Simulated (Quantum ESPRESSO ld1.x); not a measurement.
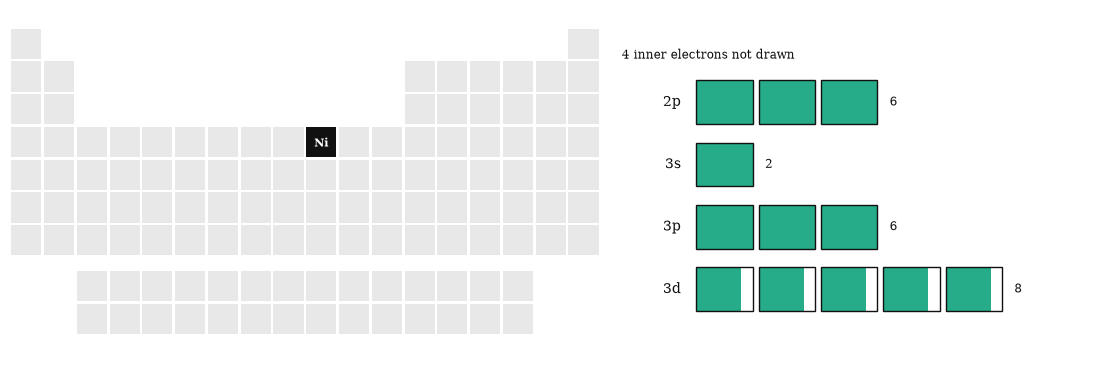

*Left, the place of nickel in the periodic table; right, the outer shells as the input fills them: a box for each of the 2l + 1 orbitals, shaded by the share of the shell that is filled, with the electron count at the right.*

**Atomic calculation for Ni²⁺**

System: Ni²⁺, configuration typed as [Ar] 3d8.
Method: radial all-electron Kohn-Sham run of Quantum ESPRESSO ld1.x with rel=1, dft='BLYP' as typed.

### Input
```
 &input
    zed=28.0,
    iswitch=1,
    rel=1,
    dft='BLYP',
    config='[Ar] 3d8',
    verbosity='high',
    xmin=-2.0,
    prefix='ld1',
    max_out_wfc=37,
    file_charge='ld1.rho',
 /
```

Launched with:
```bash
OMP_NUM_THREADS=1 ld1.x < ld1.in > ld1.out
```

### The program's output
```
     Program LD1 v.7.5 starts

     --------------------------- All-electron run ----------------------------

     scalar relativistic calculation

     atomic number is 28.00
     dft =BLYP   lsd =0 sic =0 latt =0  beta=0.20 tr2=1.0E-14
     Exchange-correlation= BLYP
                           (   1   3   1   3   0   0   0)
     mesh =1243 r(mesh) =  99.86262 a.u. xmin = -2.00 dx = 0.00800
     1 Ry =  13.60569312 eV, c = 137.03599908

     n l     nl                  e(Ry)          e(Ha)          e(eV)
     1 0     1S 1( 2.00)    -571.736948564    -285.868474282  -7778.8774692
     2 0     2S 1( 2.00)     -70.348583839     -35.174291920   -957.1412434
     2 1     2P 1( 6.00)     -63.859226874     -31.929613437   -868.8490439
     3 0     3S 1( 2.00)      -9.110434363      -4.555217182   -123.9537742
     3 1     3P 1( 6.00)      -6.721143704      -3.360571852    -91.4458187
     3 2     3D 1( 8.00)      -2.096532127      -1.048266063    -28.5247727

     final scf error:  9.1E-15 reached in  25 iterations

     Etot =    4341.851602 Ry,    2170.925801 Ha,   59073.900489 eV

     Ekin =   10236.937777 Ry,    5118.468889 Ha,  139280.633919 eV
     Encl =   -7024.790676 Ry,   -3512.395338 Ha,  -95577.146197 eV
     Eh   =    1255.004575 Ry,     627.502288 Ha,   17075.207117 eV
     Exc  =    -125.300074 Ry,     -62.650037 Ha,   -1704.794350 eV

     normalization and overlap integrals

     s(1S/1S) =  1.000012  <r> =   0.0568  <r2> =    0.0043  r(max) =   0.0375
     s(1S/2S) = -0.002694
     s(1S/3S) = -0.000984
     s(2S/2S) =  1.000001  <r> =   0.2520  <r2> =    0.0749  r(max) =   0.2109
     s(2S/3S) = -0.000661
     s(2P/2P) =  1.000000  <r> =   0.2148  <r2> =    0.0566  r(max) =   0.1646
     s(2P/3P) = -0.000635
     s(3S/3S) =  1.000000  <r> =   0.7608  <r2> =    0.6689  r(max) =   0.6569
     s(3P/3P) =  1.000000  <r> =   0.7766  <r2> =    0.7123  r(max) =   0.6465
     s(3D/3D) =  1.000000  <r> =   0.9674  <r2> =    1.2264  r(max) =   0.6261

     ------------------------ End of All-electron run ------------------------
```

### What the run reported

| quantity | value |
| --- | --- |
| outcome | converged |
| total energy | 2170.9258 hartree |
| kinetic energy | 5118.4689 hartree |
| electron–nucleus energy | −3512.3953 hartree |
| Hartree energy | 627.502287 hartree |
| exchange–correlation energy | −62.650037 hartree |
| SCF iterations | 25 |
| hardware | 1 CPU thread, shared host |
| wall time | 0.74 s |

### What is odd here

The input is odd on purpose: xmin too high. The program ran to the end. Its total energy differs from that of the same run with the usual input (−1519.89954 hartree) by +3700 hartree, so its numbers aren't those of the free atom or ion.
